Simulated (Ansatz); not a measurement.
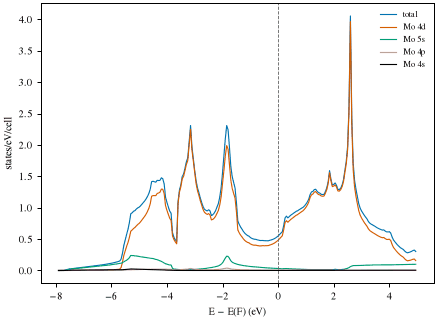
Figure: Total and projected density of states of Mo (bcc (W type), Im-3m), the program Ansatz at the r²SCAN level (PAW)

Problem. Which orbitals carry the states next to the Fermi level?

Solution. Within 0.5 eV of the Fermi level: Mo 4d 89 %, Mo 5s 5 %, outside the projected shells 5 %. Projections are on Löwdin-orthogonalised atomic valence shells; empty p or d shells of many metals are not among them.

Problem. Where is the tallest occupied peak in this window, and what makes it?

Solution. Near -3.1 eV, about 2.3 states/eV per cell; the largest projected share is Mo 4d.

Symmetry was held in the r²SCAN relaxation. The run is not spin-polarised. Scalar-relativistic: spin–orbit coupling is off unless named, which matters more the heavier the elements.

Potentials: the earlier of the program's two PAW sets.
